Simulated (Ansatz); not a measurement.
# Resistivity from frozen vibrations: Ag(111) with 4 thermally displaced layers, 2x2, part 2 of 2

Aim: the resistivity of Ag at 500 K from frozen thermal displacements between perfect leads. The measured value for the pure metal at this temperature is 2.87 µΩ cm (CRC Handbook of Chemistry and Physics, 84th ed., 2003, Electrical Resistivity of Pure Metals).

Ansatz 0.2.0; Ansatz plane-wave DFT, PBE, PAW files; ballistic transport by layer matching (Landauer), zero bias; PAW set soft_1.

So far, open channels per spin nearest the Fermi level: step 2 (with 4 displaced layers) 3.23.

## 3. With 8 displaced layers

System of this step: Ag(111) with 8 thermally displaced layers, 2x2. The cell holds 56 atoms: 56 Ag. Cell: a = 5.779 Å, b = 5.779 Å, c = 33.070 Å, α = 87.5°, β = 92.5°, γ = 120.0°. It derives from Ag. Regions: lead, 24 atoms (24 Ag); scattering region, 32 atoms (32 Ag). The structure is stacked along c, and the current runs across the ab planes.

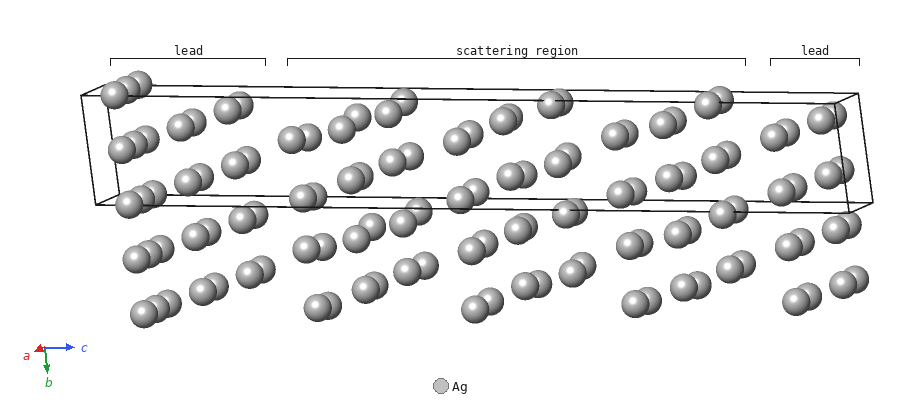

The cell of this step (silver light grey). 1×2×1 cells are drawn. Some periodic images of atoms are drawn too.

The input, input.yaml:

```yaml
crystal:
  lattice:
    - [5.7787594586, 0.0, 0.0]
    - [-2.8893797293, 5.0045524935, 0.0]
    - [-1.4446898646, 0.8340920822, 33.0283613795]
  atoms:
    - { symbol: Ag, position: [0.005952381, 0.994047619, 0.0357142857] }
    - { symbol: Ag, position: [0.005952381, 0.494047619, 0.0357142857] }
    - { symbol: Ag, position: [0.505952381, 0.994047619, 0.0357142857] }
    - { symbol: Ag, position: [0.505952381, 0.494047619, 0.0357142857] }
    - { symbol: Ag, position: [0.1845238095, 0.3154761905, 0.1071428571] }
    - { symbol: Ag, position: [0.1845238095, 0.8154761905, 0.1071428571] }
    - { symbol: Ag, position: [0.6845238095, 0.3154761905, 0.1071428571] }
    - { symbol: Ag, position: [0.6845238095, 0.8154761905, 0.1071428571] }
    - { symbol: Ag, position: [0.3630952381, 0.1369047619, 0.1785714286] }
    - { symbol: Ag, position: [0.3630952381, 0.6369047619, 0.1785714286] }
    - { symbol: Ag, position: [0.8630952381, 0.1369047619, 0.1785714286] }
    - { symbol: Ag, position: [0.8630952381, 0.6369047619, 0.1785714286] }
    - { symbol: Ag, position: [0.0931734966, 0.9885429604, 0.251252521] }
    - { symbol: Ag, position: [0.0177945583, 0.4578468481, 0.2523007659] }
    - { symbol: Ag, position: [0.5206799401, 0.9672214232, 0.2515065552] }
    - { symbol: Ag, position: [0.5415283765, 0.4313311719, 0.2476809126] }
    - { symbol: Ag, position: [0.1989830081, 0.2516883577, 0.3275245823] }
    - { symbol: Ag, position: [0.2139579142, 0.7875220176, 0.320522345] }
    - { symbol: Ag, position: [0.7675968825, 0.3099319302, 0.3236483] }
    - { symbol: Ag, position: [0.6771002466, 0.7805659805, 0.3238247054] }
    - { symbol: Ag, position: [0.41283824, 0.0858339963, 0.3992427967] }
    - { symbol: Ag, position: [0.3652553266, 0.5853431351, 0.3961342385] }
    - { symbol: Ag, position: [0.9230599575, 0.147395745, 0.3935178513] }
    - { symbol: Ag, position: [0.8811220062, 0.5930947852, 0.3890329728] }
    - { symbol: Ag, position: [0.0594176887, 0.9368610087, 0.4663225422] }
    - { symbol: Ag, position: [0.0955721219, 0.4041783545, 0.4702055761] }
    - { symbol: Ag, position: [0.5895794858, 0.959287947, 0.4627689177] }
    - { symbol: Ag, position: [0.566139613, 0.4277940953, 0.4679006766] }
    - { symbol: Ag, position: [0.2516225114, 0.2312877588, 0.5310136757] }
    - { symbol: Ag, position: [0.234269912, 0.7550965726, 0.5391829605] }
    - { symbol: Ag, position: [0.7407462856, 0.2186875725, 0.5387740608] }
    - { symbol: Ag, position: [0.7224206785, 0.7271915877, 0.5378907842] }
    - { symbol: Ag, position: [0.3935794295, 0.074752677, 0.6051043644] }
    - { symbol: Ag, position: [0.4359553819, 0.5636071531, 0.6078512131] }
    - { symbol: Ag, position: [0.9404883688, 0.0471050547, 0.6121230123] }
    - { symbol: Ag, position: [0.9595065303, 0.5843113247, 0.6112253883] }
    - { symbol: Ag, position: [0.1386775011, 0.9063841655, 0.6788363636] }
    - { symbol: Ag, position: [0.0825039753, 0.3842306555, 0.6758744892] }
    - { symbol: Ag, position: [0.5872529384, 0.8932148828, 0.6765788175] }
    - { symbol: Ag, position: [0.5805615007, 0.3626233346, 0.6795121574] }
    - { symbol: Ag, position: [0.3141373999, 0.2389299331, 0.7499512329] }
    - { symbol: Ag, position: [0.3294249996, 0.740095915, 0.7540310174] }
    - { symbol: Ag, position: [0.758694941, 0.236554437, 0.7511902757] }
    - { symbol: Ag, position: [0.8046721362, 0.7166962555, 0.7513414596] }
    - { symbol: Ag, position: [0.4702380952, 0.0297619048, 0.8214285714] }
    - { symbol: Ag, position: [0.4702380952, 0.5297619048, 0.8214285714] }
    - { symbol: Ag, position: [0.9702380952, 0.0297619048, 0.8214285714] }
    - { symbol: Ag, position: [0.9702380952, 0.5297619048, 0.8214285714] }
    - { symbol: Ag, position: [0.1488095238, 0.8511904762, 0.8928571429] }
    - { symbol: Ag, position: [0.1488095238, 0.3511904762, 0.8928571429] }
    - { symbol: Ag, position: [0.6488095238, 0.8511904762, 0.8928571429] }
    - { symbol: Ag, position: [0.6488095238, 0.3511904762, 0.8928571429] }
    - { symbol: Ag, position: [0.3273809524, 0.1726190476, 0.9642857143] }
    - { symbol: Ag, position: [0.3273809524, 0.6726190476, 0.9642857143] }
    - { symbol: Ag, position: [0.8273809524, 0.1726190476, 0.9642857143] }
    - { symbol: Ag, position: [0.8273809524, 0.6726190476, 0.9642857143] }
kpoints:
  mp_grid: { grid: [4, 4, 1] }
hamiltonian:
  xc: pbe
  pseudopotentials: { kind: paw, azcp: { folder: soft_1 } }
scf:
  occupations: { method: fermi_dirac, width: 0.1 }
output:
  transmission: { leads: [[0, 4]], kmesh: [8, 8], e_range: [-0.05, 0.05], de: 0.05 }
  write_potential: true
  write_density: true
  volumetric_format: npy
```

Command:

```
> ansatz run input.yaml --threads 4 --pin off --max-ram 15360MiB --backend cpu --events-out ev --progress --plain --runs-dir out
```

Numbers of over 12 decimals in the logs are rounded to 6 here.

Log:

```text
[...]
Crystal: 56 atoms, lattice volume = 955.184 Å³
Basis set: ecut = 420 eV, 18759 PW (Γ)
Bands: 639, of which v1, the nominal top of the filled ones, is band 532 counted from 1 (531 counted from 0)
Symmetry: 1 space group operations
[...]
k-points: 10 of 16 (time reversal used)
[...]
SCF iter   1: F=—  HF=-425082.446179 eV  |F-HF|=—  |Δ(HF+E_count)|=         —  Δρ=7.02e-2  dr2=5.03e1  ethr=3.10e-3  ⟨swp⟩=4.0  Hψ=19054  notcnv=0  defer=103
[...]
SCF iter  12: F=-425068.992503 eV  HF=-425068.992503 eV  |F-HF|=2.91e-9  |Δ(HF+E_count)|=   5.94e-9  Δρ=6.10e-7  dr2=5.31e-9  ethr=9.40e-12  ⟨swp⟩=8.3  Hψ=23593  notcnv=0
SCF 1 converged in 12 iterations: F = -425068.992503 eV  dr2 = 5.31e-9
[...]
transmission: 141 of 1394 steps passed
transmission: 282 of 1394 steps passed
[...]
transmission: 1394 of 1394 steps passed
SCF converged after 12 iterations
Free energy (F): -425068.992503 eV
[...]
Internal energy: -425068.368439 eV  (E = F + TS)
E sigma→0 (E₀):  -425068.680471 eV
Entropy (-TS):   -0.624064 eV (-11.144 meV/atom)
Fermi energy:    17.171743 eV
[...]
--- Band table (eV; the first three rows and the last of 10) ---
  k-point 0: bands = [... 528 lower, 17.4959, 17.6660, 17.7017, 17.8403, 17.9015, 17.9194, 17.9475, 18.0807, ... 103 higher]
  k-point 1: bands = [... 528 lower, 16.9667, 17.0158, 17.0472, 17.0727, 17.1605, 17.2628, 17.3115, 17.4496, ... 103 higher]
  k-point 2: bands = [... 528 lower, 16.8848, 16.9176, 16.9495, 17.0500, 17.0607, 17.0903, 17.2262, 17.2754, ... 103 higher]
  k-point 9: bands = [... 528 lower, 16.7856, 16.8459, 17.0450, 17.0804, 17.1001, 17.1498, 17.3860, 17.4455, ... 103 higher]
--- Transmission ---
  basis      : 253 plane waves across, 41 finite elements along
  points     : 34, standing for a mesh of 8 x 8
[...]
channels       : 3.328125e0 a spin
[...]
junction   : crystal 0 to crystal 0, 0.70 to 31.37 Å
    transmission   : 3.028438e0 a spin
[...]
```

Elapsed: 7.4 min, on 4 threads of Intel Xeon Platinum 8488C (Sapphire Rapids), shared host; peak memory 9.9 GiB; 26 min of CPU time.

Numbers from this step:

- free energy: -425068.9925 eV
- energy at zero smearing: -425068.6805 eV
- Fermi energy: 17.17 eV
- transmission per spin nearest the Fermi level: 3.028
- open channels per spin nearest the Fermi level: 3.328
- step of the lead's potential: 5.4 meV

Per spin. The transmission, zone mean by energy, zero at the Fermi level:

| energy (eV) | transmission, zone mean |
| --- | --- |
| -0.0500 | 3.02 |
| 0.0000 | 3.03 |
| 0.0500 | 2.99 |

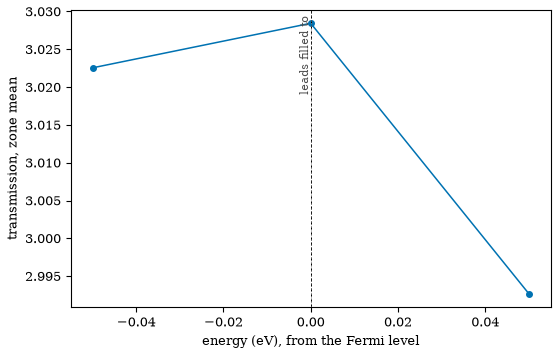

Transmission, zone mean, plotted against energy.

Over the solved energies the transmission per spin lies between 2.99 and 3.03, out of 3.30 channels of the lead on average (up to 3.33).

## 4. With 12 displaced layers

System of this step: Ag(111) with 12 thermally displaced layers, 2x2. The cell holds 72 atoms: 72 Ag. Its edges and angles: a = 5.779 Å, b = 5.779 Å, c = 42.465 Å, α = 90.0°, β = 90.0°, γ = 120.0°. It derives from Ag. Regions: lead, 24 atoms (24 Ag); scattering region, 48 atoms (48 Ag). The structure is stacked along c, and the current runs across the ab planes.

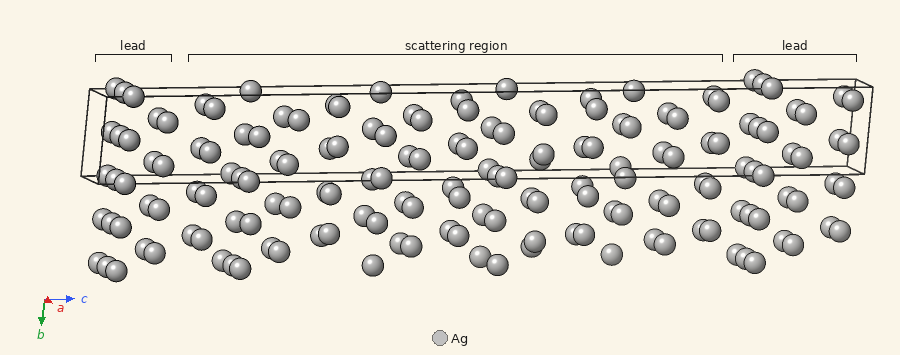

The cell of this step (silver light grey). 1×2×1 cells are drawn. Some periodic images of atoms are drawn too.

The input, input.yaml:

```yaml
crystal:
  lattice:
    - [5.7787594586, 0.0, 0.0]
    - [-2.8893797293, 5.0045524935, 0.0]
    - [0.0, 0.0, 42.4650360593]
  atoms:
    - { symbol: Ag, position: [0.0, 0.0, 0.0277777778] }
    - { symbol: Ag, position: [0.0, 0.5, 0.0277777778] }
    - { symbol: Ag, position: [0.5, 0.0, 0.0277777778] }
    - { symbol: Ag, position: [0.5, 0.5, 0.0277777778] }
    - { symbol: Ag, position: [0.1666666667, 0.3333333333, 0.0833333333] }
    - { symbol: Ag, position: [0.1666666667, 0.8333333333, 0.0833333333] }
    - { symbol: Ag, position: [0.6666666667, 0.3333333333, 0.0833333333] }
    - { symbol: Ag, position: [0.6666666667, 0.8333333333, 0.0833333333] }
    - { symbol: Ag, position: [0.3333333333, 0.1666666667, 0.1388888889] }
    - { symbol: Ag, position: [0.3333333333, 0.6666666667, 0.1388888889] }
    - { symbol: Ag, position: [0.8333333333, 0.1666666667, 0.1388888889] }
    - { symbol: Ag, position: [0.8333333333, 0.6666666667, 0.1388888889] }
    - { symbol: Ag, position: [0.0022474096, 0.9916983269, 0.189260778] }
    - { symbol: Ag, position: [0.9885231405, 0.4814096637, 0.1973888612] }
    - { symbol: Ag, position: [0.4951810574, 0.0019307869, 0.1921285041] }
    - { symbol: Ag, position: [0.4896382455, 0.49973324, 0.1903954612] }
    - { symbol: Ag, position: [0.1714630198, 0.3308798797, 0.2467678471] }
    - { symbol: Ag, position: [0.1245606679, 0.8452002411, 0.2491888159] }
    - { symbol: Ag, position: [0.6533188376, 0.3278710713, 0.2549515306] }
    - { symbol: Ag, position: [0.6666708469, 0.8353368389, 0.245946389] }
    - { symbol: Ag, position: [0.3769422505, 0.187888185, 0.3084639126] }
    - { symbol: Ag, position: [0.344889398, 0.6878689132, 0.3065667193] }
    - { symbol: Ag, position: [0.8438561255, 0.16314644, 0.3015378853] }
    - { symbol: Ag, position: [0.8315646772, 0.6219110054, 0.3049015123] }
    - { symbol: Ag, position: [0.983842482, 0.9758786208, 0.3627824231] }
    - { symbol: Ag, position: [0.9909347709, 0.4898952255, 0.3625281474] }
    - { symbol: Ag, position: [0.5065171253, 0.032127139, 0.3620691423] }
    - { symbol: Ag, position: [0.4680130999, 0.455029106, 0.3575463075] }
    - { symbol: Ag, position: [0.1878519415, 0.3321628602, 0.4158948962] }
    - { symbol: Ag, position: [0.1847490948, 0.8036656266, 0.4150702224] }
    - { symbol: Ag, position: [0.6639811717, 0.3468953282, 0.4148579365] }
    - { symbol: Ag, position: [0.6358156072, 0.7962061906, 0.4186547998] }
    - { symbol: Ag, position: [0.3439719595, 0.1556480615, 0.4726674705] }
    - { symbol: Ag, position: [0.3019835717, 0.6557536175, 0.4759783779] }
    - { symbol: Ag, position: [0.8627715616, 0.2201054277, 0.470076414] }
    - { symbol: Ag, position: [0.8426960922, 0.6621446123, 0.4737645847] }
    - { symbol: Ag, position: [0.9933652852, 0.9870194747, 0.5254127418] }
    - { symbol: Ag, position: [0.0605218608, 0.498211007, 0.5222805637] }
    - { symbol: Ag, position: [0.4948492968, 0.0156830746, 0.5264148051] }
    - { symbol: Ag, position: [0.5388441008, 0.5231854953, 0.527362518] }
    - { symbol: Ag, position: [0.1455870852, 0.3100922627, 0.581425295] }
    - { symbol: Ag, position: [0.1510867184, 0.8611910475, 0.5876694236] }
    - { symbol: Ag, position: [0.6278385519, 0.3060009787, 0.578512548] }
    - { symbol: Ag, position: [0.6114347006, 0.7614836911, 0.5802195958] }
    - { symbol: Ag, position: [0.3553143823, 0.158671253, 0.6412183995] }
    - { symbol: Ag, position: [0.34390084, 0.7073909421, 0.6394319371] }
    - { symbol: Ag, position: [0.8552001872, 0.2257042935, 0.6380044113] }
    - { symbol: Ag, position: [0.8112058707, 0.6713368497, 0.6387830285] }
    - { symbol: Ag, position: [0.0107010402, 0.978682586, 0.6966380218] }
    - { symbol: Ag, position: [0.0093597534, 0.4845563775, 0.6948894312] }
    - { symbol: Ag, position: [0.5104883492, 0.0542585951, 0.6925250309] }
    - { symbol: Ag, position: [0.4785979517, 0.4753471418, 0.6935009527] }
    - { symbol: Ag, position: [0.1754284531, 0.3510923138, 0.7483358748] }
    - { symbol: Ag, position: [0.1465636777, 0.8005699015, 0.7477445848] }
    - { symbol: Ag, position: [0.7339107546, 0.3574173125, 0.7478699167] }
    - { symbol: Ag, position: [0.6285943848, 0.8107680798, 0.7499408729] }
    - { symbol: Ag, position: [0.3254204332, 0.1494495887, 0.802048483] }
    - { symbol: Ag, position: [0.3670490116, 0.6771141616, 0.8045345208] }
    - { symbol: Ag, position: [0.8227892014, 0.1544186149, 0.7975521911] }
    - { symbol: Ag, position: [0.8232693186, 0.6419049497, 0.8028223391] }
    - { symbol: Ag, position: [0.0, 0.0, 0.8611111111] }
    - { symbol: Ag, position: [0.0, 0.5, 0.8611111111] }
    - { symbol: Ag, position: [0.5, 0.0, 0.8611111111] }
    - { symbol: Ag, position: [0.5, 0.5, 0.8611111111] }
    - { symbol: Ag, position: [0.1666666667, 0.3333333333, 0.9166666667] }
    - { symbol: Ag, position: [0.1666666667, 0.8333333333, 0.9166666667] }
    - { symbol: Ag, position: [0.6666666667, 0.3333333333, 0.9166666667] }
    - { symbol: Ag, position: [0.6666666667, 0.8333333333, 0.9166666667] }
    - { symbol: Ag, position: [0.3333333333, 0.1666666667, 0.9722222222] }
    - { symbol: Ag, position: [0.3333333333, 0.6666666667, 0.9722222222] }
    - { symbol: Ag, position: [0.8333333333, 0.1666666667, 0.9722222222] }
    - { symbol: Ag, position: [0.8333333333, 0.6666666667, 0.9722222222] }
kpoints:
  mp_grid: { grid: [4, 4, 1] }
hamiltonian:
  xc: pbe
  pseudopotentials: { kind: paw, azcp: { folder: soft_1 } }
scf:
  occupations: { method: fermi_dirac, width: 0.1 }
output:
  transmission: { leads: [[0, 4]], kmesh: [8, 8], e_range: [-0.05, 0.05], de: 0.05 }
  write_potential: true
  write_density: true
  volumetric_format: npy
```

Log:

```text
[...]
Crystal: 72 atoms, lattice volume = 1228.093 Å³
Basis set: ecut = 420 eV, 24081 PW (Γ)
Bands: 821, of which v1, the nominal top of the filled ones, is band 684 counted from 1 (683 counted from 0)
Symmetry: 1 space group operations
[...]
k-points: 10 of 16 (time reversal used)
[...]
SCF iter   1: F=—  HF=-546532.507023 eV  |F-HF|=—  |Δ(HF+E_count)|=         —  Δρ=7.00e-2  dr2=6.43e1  ethr=3.10e-3  ⟨swp⟩=4.0  Hψ=24461  notcnv=0  defer=180
[...]
SCF iter  12: F=-546515.295904 eV  HF=-546515.295904 eV  |F-HF|=9.31e-10  |Δ(HF+E_count)|=   1.36e-8  Δρ=7.09e-7  dr2=5.35e-9  ethr=7.31e-12  ⟨swp⟩=1.0  Hψ=15427  notcnv=0
SCF 1 converged in 12 iterations: F = -546515.295904 eV  dr2 = 5.35e-9
[...]
transmission: 186 of 1802 steps passed
transmission: 363 of 1802 steps passed
[...]
transmission: 1802 of 1802 steps passed
SCF converged after 12 iterations
Free energy (F): -546515.295904 eV
[...]
Internal energy: -546514.470814 eV  (E = F + TS)
E sigma→0 (E₀):  -546514.883359 eV
Entropy (-TS):   -0.825090 eV (-11.460 meV/atom)
Fermi energy:    17.250114 eV
[...]
--- Band table (eV; the first three rows and the last of 10) ---
  k-point 0: bands = [... 680 lower, 17.5145, 17.7655, 17.7827, 17.8199, 17.8473, 17.8790, 17.9115, 18.0467, ... 133 higher]
  k-point 1: bands = [... 680 lower, 17.0359, 17.0902, 17.1317, 17.1939, 17.2192, 17.2637, 17.3373, 17.4007, ... 133 higher]
  k-point 2: bands = [... 680 lower, 16.8976, 16.9266, 16.9464, 16.9800, 17.2181, 17.2471, 17.3187, 17.3377, ... 133 higher]
  k-point 9: bands = [... 680 lower, 16.8842, 16.9114, 16.9321, 16.9477, 17.2046, 17.2272, 17.3110, 17.3354, ... 133 higher]
--- Transmission ---
  basis      : 253 plane waves across, 53 finite elements along
  points     : 34, standing for a mesh of 8 x 8
[...]
channels       : 3.234375e0 a spin
[...]
junction   : crystal 0 to crystal 0, 0.70 to 40.80 Å
    transmission   : 2.856629e0 a spin
[...]
```

Run time: 12 min. Hardware: 4 threads; peak memory 8.2 GiB; 44 min of CPU time.

Numbers from this step:

```yaml
free_energy: -546515.2959 eV
energy_at_zero_smearing: -546514.8834 eV
fermi_energy: 17.25 eV
transmission_per_spin_nearest_the_fermi_level: 2.857
open_channels_per_spin_nearest_the_fermi_level: 3.234
step_of_the_lead_s_potential: 12.5 meV
```

Per spin. Transmission, zone mean against energy, zero at the Fermi level:

| energy (eV) | transmission, zone mean |
| --- | --- |
| -0.0500 | 2.84 |
| 0.0000 | 2.86 |
| 0.0500 | 2.88 |

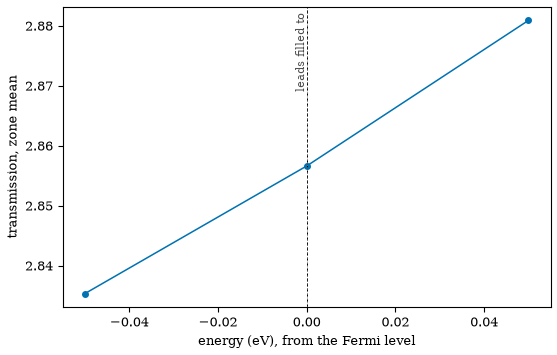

Transmission, zone mean, plotted against energy.

Over the solved energies the transmission per spin lies between 2.84 and 2.88, out of 3.23 channels of the lead on average (up to 3.23).

## 5. Resistance against length

This step: Ansatz plane-wave DFT, PBE, PAW files; ballistic transport by layer matching (Landauer), zero bias; resistivity from the slope of the area resistance; PAW set soft_1 (Ansatz 0.2.0).

Numbers from this step:

```yaml
resistivity: 5.802 µΩ cm
intercept: -0.009221 fΩ m²
scatter_about_the_fit: 0.004067 fΩ m²
```

Resistance, by row:

| run | length (Å) | T | channels N | RA (fΩ m²) |
| --- | --- | --- | --- | --- |
| n4 | 9.437 | 3.119 | 3.234 | 0.04265 |
| n8 | 18.87 | 3.015 | 3.297 | 0.106 |
| n12 | 28.31 | 2.858 | 3.234 | 0.1521 |

The area resistance by length of the displaced region:

| length of the displaced region (Å) | area resistance (fΩ m²) |
| --- | --- |
| 9.44 | 0.0427 |
| 18.87 | 0.106 |
| 28.31 | 0.152 |

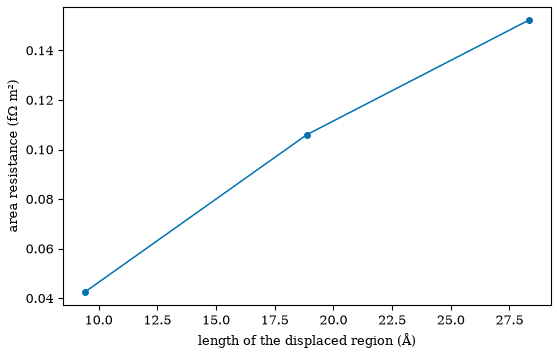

Area resistance, plotted against length of the displaced region.

The area resistance goes from 0.043 to 0.15 fΩ m² between 9.4 and 28.3 Å, a slope of 5.8 µΩ cm.

By hand from the end points: (0.1521 − 0.04265) fΩ m² / (28.31 − 9.44) Å = 5.8 µΩ cm, since 1 fΩ m² per Å is 1000 µΩ cm.

## 6. Summary of results

| Item | Value |
| --- | --- |
| resistivity from the slope | 5.80 µΩ cm |
| area resistance over 9.44 Å | 0.0427 fΩ m² |
| area resistance over 18.9 Å | 0.106 fΩ m² |
| area resistance over 28.3 Å | 0.152 fΩ m² |

In words: The slope gives 5.8 µΩ cm. The points scatter by 0.0041 fΩ m² about the line, with one random draw a length in a 2x2 cell, so the slope is a rough value. The mean square of the displacements drawn is 0.78, 0.99 and 1.2 of the nominal one at the three lengths; with each resistance scaled back by that, the slope is 4.0 µΩ cm, the value used below. The lead's own channel count moves between the runs (3.23, 3.30 and 3.23), which shifts RA and the slope too. Read with a model of isotropic scattering on a spherical Fermi surface and the lead's 0.87×10¹⁵ S/m², this slope means a mean free path near 262 Å; over these lengths the model's slope is 1.20 times its bulk resistivity, which would be 3.3 µΩ cm. Uncorrelated displacements put too much weight on short waves, which scatter strongly; with the sideways repeat of a small cell, one draw and three short lengths, the method is good to a factor of two or three. The measured value is 2.87 µΩ cm (CRC Handbook of Chemistry and Physics, 84th ed., 2003, Electrical Resistivity of Pure Metals); the scaled slope is 1.4 times that and the corrected value 1.2: fair for so small a cell.

[Logs are printed without paths, hosts, clocks, repeated set-up lines and the standing remarks that a program may print on its own settings, such as how far it seeks lower states.]

[Hosts, paths, dates, database ids (printed as entryN), source tags and the programs' standing remarks are cut or masked in the printed files.]
